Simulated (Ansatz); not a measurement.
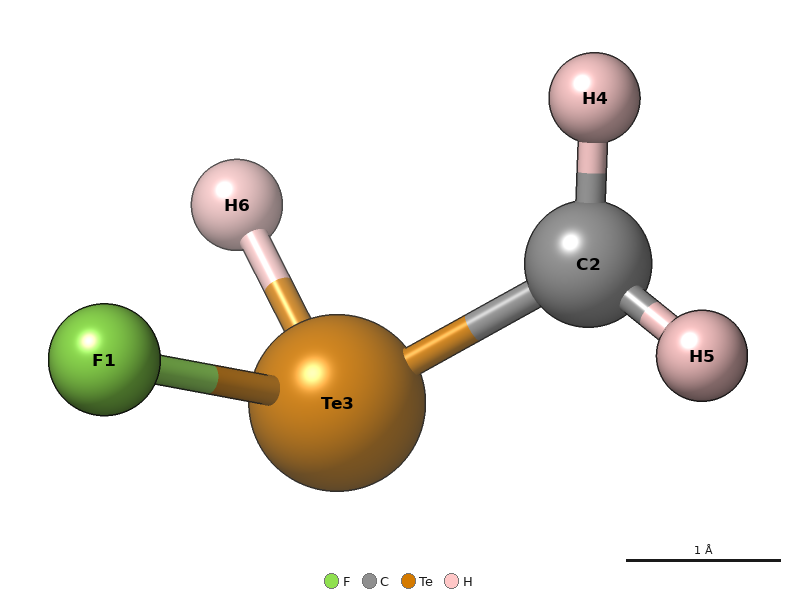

Orthographic view. Atoms fade into the background with distance from the viewer. The geometry was computed by an optimisation with PBE0-D4/def2-TZVP. No frequency run is at hand to confirm it as a minimum.

Write a Z-matrix (Å, degrees) in the order of the atom numbers, with these reference atoms: 2 to 1; 3 to 2, 1; 4 to 2, 3, 1; 5 to 2, 4, 3; 6 to 3, 2, 4.

```
F  
C    1   3.290
Te   2   1.933   1    33.3
H    2   1.081   3   121.5   1   -60.2
H    2   1.082   4   118.6   3  -157.9
H    3   1.664   2    95.7   4    26.5
```
